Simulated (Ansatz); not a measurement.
The figure comes from a scan of W (fcc, Cu type): a phonon pattern at X = (0.5, 0.5, 0.0) is frozen into a 2-atom cell, Q being the largest atomic displacement. All values below come from LDA (plane waves to 420 eV, PAW, scalar-relativistic; Ansatz, a program for electronic structure). k mesh 20×20×20 (Γ-centred), Fermi-Dirac smearing 0.05 eV. The energy includes the smearing's −TS. With partly filled bands, energies and forces of such displacements shift with the k mesh and the smearing. Spin-orbit coupling is left out, though W is heavy. This is one of several known forms of W; the measured ambient cells at hand have space group No. 229. W is run without spin polarisation. W was relaxed with its symmetry unable to fall. The zero of ΔE is the undisplaced structure.

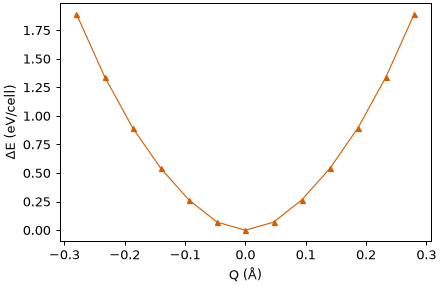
Fig. 1. ΔE (eV/cell) against Q (Å); computed points joined by lines.

Question: List the plotted points as numbers.

Answer: To the nearest 0.05:

```
Q (Å)   ΔE (eV/cell)
------  ------------
-0.280          1.90
-0.233          1.35
-0.187          0.90
-0.140          0.55
-0.093          0.25
-0.047          0.05
0.000           0.00
0.047           0.05
0.093           0.25
0.140           0.55
0.187           0.90
0.233           1.35
0.280           1.90
```

(A displaced cell: forces are minus the slopes of the energy, force constants its curvatures, and phonons follow from these.)
